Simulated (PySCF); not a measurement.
# NMR shielding calculation, with input and output: C$_{2}$H$_{9}$OPSi

C$_{2}$H$_{9}$OPSi, computed with GIAO PBE0/6-311+G(2d,p) NMR shielding, non-relativistic, gas phase (PySCF 2.14.0).

The geometry comes from this level: PBE0-D3(BJ)/def2-SVP. Figures and captions count atoms from 1; the log counts them from 0 in places.

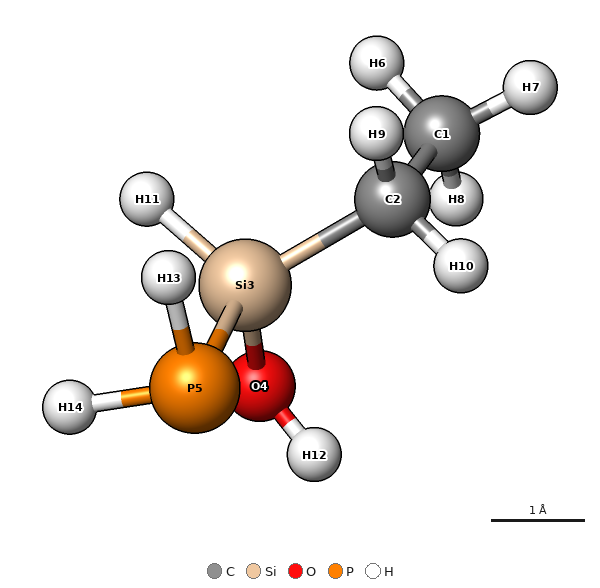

Fig. 1: The structure as given in the input (ball-and-stick view, seen at a tilt; atoms are numbered from 1 in the order of the input).

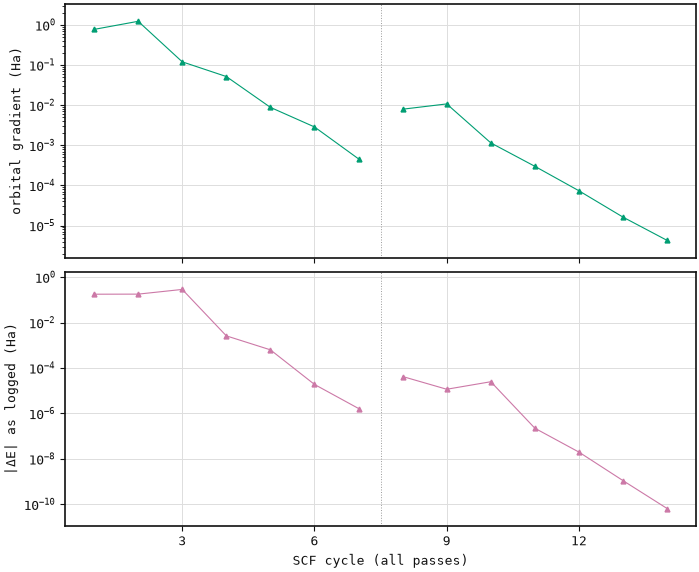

Fig. 2: Convergence of the self-consistent field: orbital gradient and size of the energy change against the SCF cycle. The dotted line marks the change from a coarse to the final integration grid. The first 7 cycles use a coarse grid, the final grid takes over at cycle 8, and the field converges after 14 cycles in all.

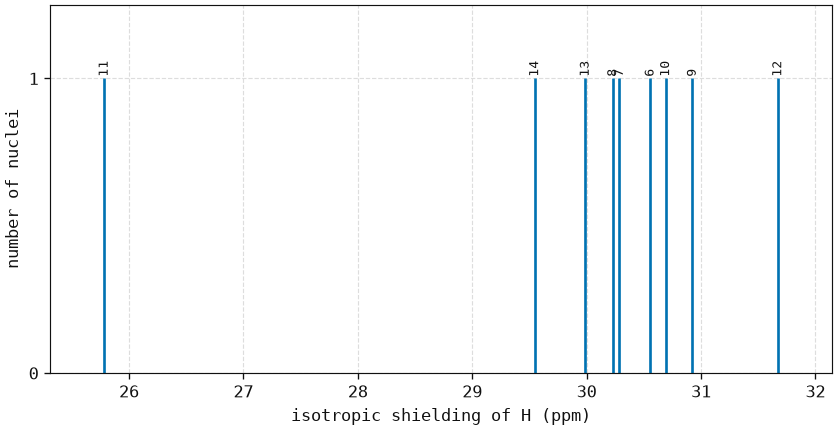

Fig. 3: Isotropic shieldings of the hydrogen nuclei in this fixed geometry, labelled by atom number; shielding grows to the right, so chemical shift grows to the left. The least shielded is H11 (25.8 ppm), the most shielded H12 (31.7 ppm).

These pictures come from the run below.

## Input
```
{"job": {"kind": "nmr", "xc": "PBE0", "basis": "6-311+G(2d,p)", "pop": true}, "charge": 0, "multiplicity": 1}
C     -1.989563     0.027699     0.239744
C     -0.623936     0.705042     0.149595
Si     0.808703    -0.505444     0.266502
O      0.699308    -1.708197    -0.889834
P      2.731541     0.659428    -0.046566
H     -2.124997    -0.475859     1.209936
H     -2.814504     0.747736     0.123047
H     -2.102057    -0.741463    -0.540004
H     -0.503246     1.461773     0.945492
H     -0.523874     1.258370    -0.801586
H      0.769067    -1.238714     1.564227
H      0.797852    -1.431001    -1.805437
H      2.604649     1.365230     1.189828
H      3.563141    -0.360601     0.506616
```

The first line tells a small driver script what to run in PySCF; the rest is the geometry in Å.

Run as:
```bash
OMP_NUM_THREADS=1 python <driver script> task.json out
```

## What the program printed
```
coarse grid: 12088 points
cycle   1  E = -787.2735990023  dE =  1.771e-01  |g| = 7.718e-01  |ddm| = 2.941e+00
cycle   2  E = -787.0949528337  dE =  1.786e-01  |g| = 1.228e+00  |ddm| = 1.820e+00
cycle   3  E = -787.3824688850  dE = -2.875e-01  |g| = 1.200e-01  |ddm| = 1.299e+00
cycle   4  E = -787.3850662889  dE = -2.597e-03  |g| = 5.165e-02  |ddm| = 1.516e-01
cycle   5  E = -787.3856961615  dE = -6.299e-04  |g| = 8.811e-03  |ddm| = 5.305e-02
cycle   6  E = -787.3857150514  dE = -1.889e-05  |g| = 2.867e-03  |ddm| = 1.403e-02
cycle   7  E = -787.3857166965  dE = -1.645e-06  |g| = 4.587e-04  |ddm| = 3.447e-03
final grid: 105824 points
cycle   8  E = -787.3905102796  dE = -4.210e-05  |g| = 7.934e-03  |ddm| = 4.348e-02
cycle   9  E = -787.3904986877  dE =  1.159e-05  |g| = 1.074e-02  |ddm| = 1.521e-02
cycle  10  E = -787.3905235134  dE = -2.483e-05  |g| = 1.149e-03  |ddm| = 9.225e-03
cycle  11  E = -787.3905237360  dE = -2.226e-07  |g| = 2.994e-04  |ddm| = 1.102e-03
cycle  12  E = -787.3905237558  dE = -1.981e-08  |g| = 7.361e-05  |ddm| = 3.412e-04
cycle  13  E = -787.3905237569  dE = -1.100e-09  |g| = 1.624e-05  |ddm| = 9.110e-05
cycle  14  E = -787.3905237569  dE = -6.503e-11  |g| = 4.276e-06  |ddm| = 2.512e-05
converged SCF energy = -787.3905237569

GIAO shielding tensors (ppm)
atom      isotropic    diamagn.    paramagn.     s11        s22        s33       span
  0 C      178.055     243.611     -65.555    169.085    176.302    188.779     19.693
  1 C      169.988     243.866     -73.878    157.593    171.411    180.960     23.368
  2 Si     326.965     876.952    -549.987    283.443    330.186    367.266     83.824
  3 O      295.480     386.983     -91.503    265.154    288.883    332.403     67.250
  4 P      576.897     967.303    -390.406    515.690    583.519    631.483    115.793
  5 H       30.555      30.339       0.216     26.249     28.595     36.821     10.572
  6 H       30.286      29.381       0.905     25.423     27.860     37.574     12.151
  7 H       30.228      30.367      -0.139     25.466     29.636     35.582     10.115
  8 H       30.924      30.386       0.538     26.035     30.893     35.845      9.810
  9 H       30.690      31.109      -0.419     26.415     30.625     35.031      8.616
 10 H       25.783      28.998      -3.215     23.193     24.401     29.754      6.562
 11 H       31.670      31.747      -0.077     24.668     27.244     43.100     18.432
 12 H       29.988      29.301       0.687     25.046     27.812     37.106     12.060
 13 H       29.546      28.586       0.959     24.931     26.716     36.990     12.059
```

## Summary

| quantity | value |
| --- | --- |
| outcome | converged |
| total energy | −787.390524 hartree |
| HOMO | −7.35 eV |
| LUMO | −0.30 eV |
| dipole moment | 1.28 D |
| isotropic shielding, C | 170.0 to 178.1 ppm |
| isotropic shielding, Si | 327.0 ppm |
| isotropic shielding, O | 295.5 ppm |
| isotropic shielding, P | 576.9 ppm |
| isotropic shielding, H | 25.8 to 31.7 ppm |
| hardware | 1 CPU thread, shared host |
| wall time | 46 s |
| peak memory | 0.95 GiB |
